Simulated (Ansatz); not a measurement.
```
Al Ru
1.0
     2.97592    0.00000    0.00000
     0.00000    2.97592    0.00000
     0.00000    0.00000   21.50271
Al Ru
6 8
Direct
  0.00000 0.00000 0.00000
  0.50000 0.50000 0.50000
  0.00000 0.00000 0.13685
  0.50000 0.50000 0.63685
  0.50000 0.50000 0.36315
  0.00000 0.00000 0.86315
  0.50000 0.50000 0.07025
  0.00000 0.00000 0.57025
  0.00000 0.00000 0.42975
  0.50000 0.50000 0.92975
  0.50000 0.50000 0.21292
  0.00000 0.00000 0.71292
  0.00000 0.00000 0.28708
  0.50000 0.50000 0.78708
```

Space group I4/mmm; a generated structure, not necessarily the stable one; computed without spin polarisation.

These are results of Ansatz 0.2.0, DFT PBE, scalar-relativistic, plane waves, PAW, not measurements.

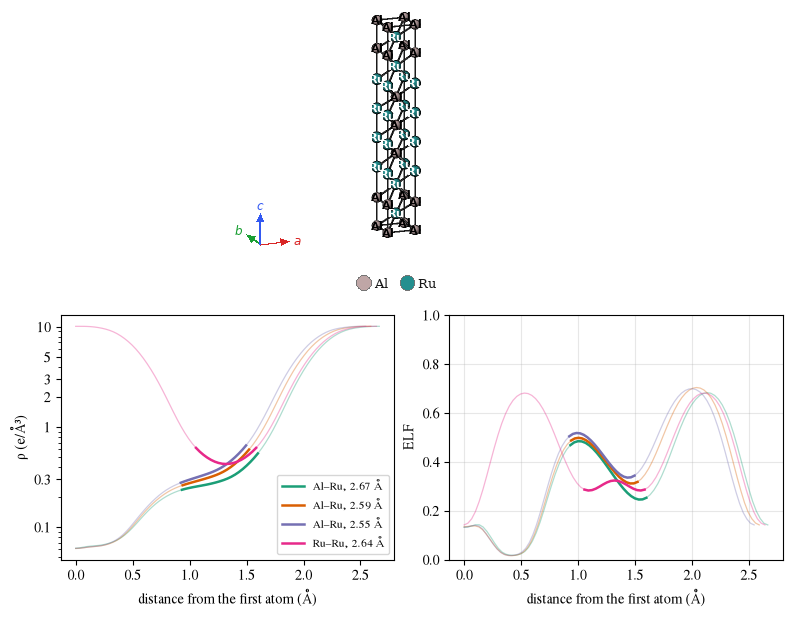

Al₃Ru₄. Valence pseudo-density and ELF along straight lines between neighbouring atoms. Thin, pale parts lie inside the atomic spheres. The structure is drawn too.

In a PAW calculation such maps are meaningful between the atoms, not at the nuclei.

Q: What can be read from the curves?

A: Al–Ru (2.67 Å): ρ at the midpoint is about 0.31 e/Å³; the ELF is about 0.35 at the midpoint (no shared electron pair shows on this line).
Al–Ru (2.59 Å): ρ at the midpoint is about 0.36 e/Å³; the ELF is about 0.35 at the midpoint.
Al–Ru (2.55 Å): ρ at the midpoint is about 0.39 e/Å³; the ELF is about 0.40 at the midpoint.
Ru–Ru (2.64 Å): the density is about 0.43 e/Å³ at the midpoint; the ELF is about 0.30 at the midpoint.
